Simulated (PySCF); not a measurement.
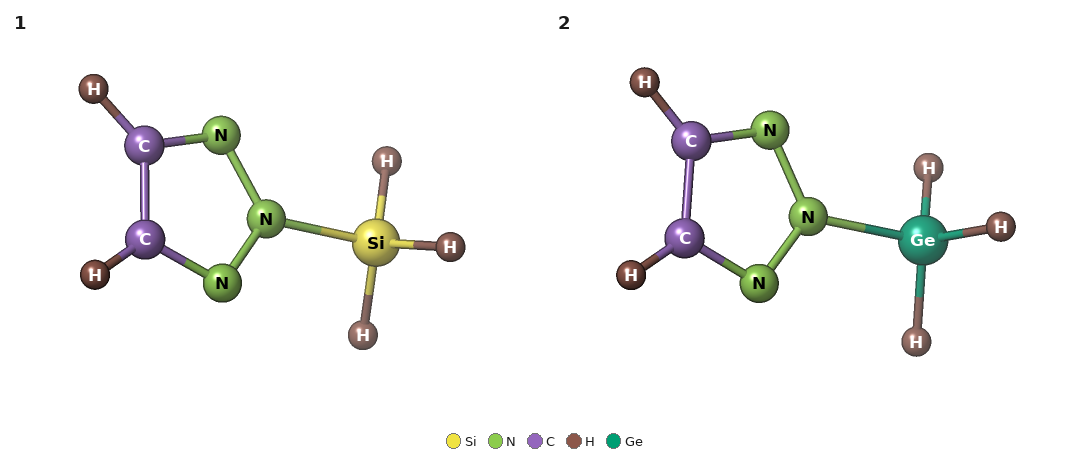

2 molecules with one skeleton, seen from the same side and at one scale. Each species is neutral and a spin singlet. Computed geometries: GFN2-xTB optimisations, one conformation each. Properties computed with PySCF 2.14.0.

One atom differs, called X below: Si in panel 1, Ge in panel 2. Their formulas are C2H5N3Si (`[SiH3]n1nccn1`), C2H5GeN3 (`[GeH3][n]1nccn1`).

Question: In which is the length of X–N larger (GFN2-xTB)?

Answer: In panel 2 (X = Ge).

Question: In which is the mean static polarisability larger (CAM-B3LYP/def2-SVPD)?

Answer: In panel 2 (X = Ge).

Give the values. With GFN2-xTB: mean length of X–H (Å), length of X–N (Å), mean angle N–X–H (°). With CAM-B3LYP/def2-SVPD: dipole moment (D), HOMO energy (Kohn–Sham orbital) (eV), HOMO–LUMO gap (eV), mean static polarisability (bohr³), lowest vertical singlet excitation (eV).

```csv
quantity,1 (Si),2 (Ge),2 − 1
mean length of X–H (Å),1.459,1.489,+0.030
length of X–N (Å),1.763,1.834,+0.071
mean angle N–X–H (°),105.3,105.7,+0.4
dipole moment (D),0.15,0.61,+0.46
HOMO energy (Kohn–Sham orbital) (eV),−9.23,−9.11,+0.12
HOMO–LUMO gap (eV),9.92,9.96,+0.04
mean static polarisability (bohr³),66.7,69.3,+2.6
lowest vertical singlet excitation (eV),6.20,6.31,+0.11
```

The geometry is semi-empirical. Around Ge, Si such bond lengths and angles can be off by a tenth of an ångström or more and by several degrees, and values that hang on the shape move with them.
